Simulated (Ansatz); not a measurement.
System: C₂H₅AlF₂O (SMILES [OH][Al]([F])[CH2]CF).

Input

```
crystal:
  periodic: [false, false, false]
  atoms:
    - {symbol: O, position_ang: [1.034269, 1.199181, -1.646276]}
    - {symbol: Al, position_ang: [0.751203, -0.390913, -1.164588]}
    - {symbol: F, position_ang: [1.346789, -1.643715, -2.057076]}
    - {symbol: C, position_ang: [-0.278689, -0.745190, 0.442900]}
    - {symbol: C, position_ang: [-0.739884, 0.478112, 1.186384]}
    - {symbol: F, position_ang: [-1.471307, 0.118731, 2.313994]}
    - {symbol: H, position_ang: [1.526749, 1.463877, -2.421087]}
    - {symbol: H, position_ang: [-1.143690, -1.356621, 0.159130]}
    - {symbol: H, position_ang: [0.329236, -1.376042, 1.102143]}
    - {symbol: H, position_ang: [0.100386, 1.086992, 1.532622]}
    - {symbol: H, position_ang: [-1.389661, 1.108587, 0.572554]}
basis:
  gaussian: {orbitals: def2-TZVPP}
hamiltonian: {xc: pbe0, dispersion: d4}
output: {orbitals: {seedname: orbitals}}
```

Run with:

```sh
ansatz run in.yaml --threads 4 --pin off --events-out ev --progress --plain --max-ram 10444MiB
```

Geometry: PBE0-D4/def2-TZVP.

Theory: Ansatz 0.2.0, RKS PBE0-D4/def2-TZVPP.

Predict the electron density and electron localisation function between the atoms.

C–F (1.39 Å): ρ is about 2 e/Å³ halfway, with its minimum of 1.6 e/Å³ about 0.5 Å from C; the ELF peaks at about 0.85 between the atoms, as expected for a shared but strongly polarised pair.
C–C (1.50 Å): the density is about 1.7 e/Å³ at the midpoint; the ELF peaks at about 0.95 between the atoms, as expected for a covalent bond.
Al–F (1.65 Å): ρ is about 0.92 e/Å³ halfway; the ELF peaks at about 0.85 in the valence shell of F, 0.5 Å from its nucleus, and is about 0.35 at the midpoint.
Al–O (1.69 Å): ρ at the midpoint is about 0.92 e/Å³; the ELF peaks at about 0.90 in the valence shell of O, 0.6 Å from its nucleus, and is about 0.40 at the midpoint.

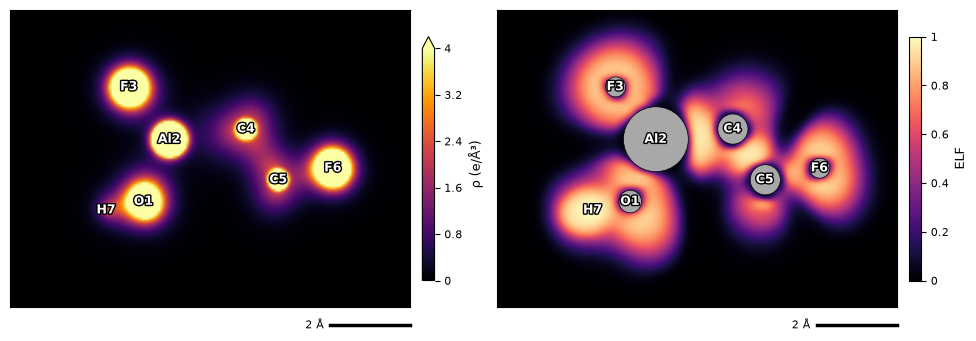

Computed electron density and electron localisation function on the plane of atoms Al2, C4 and C5, in this order. Grey discs cover the atomic cores in the ELF map. 
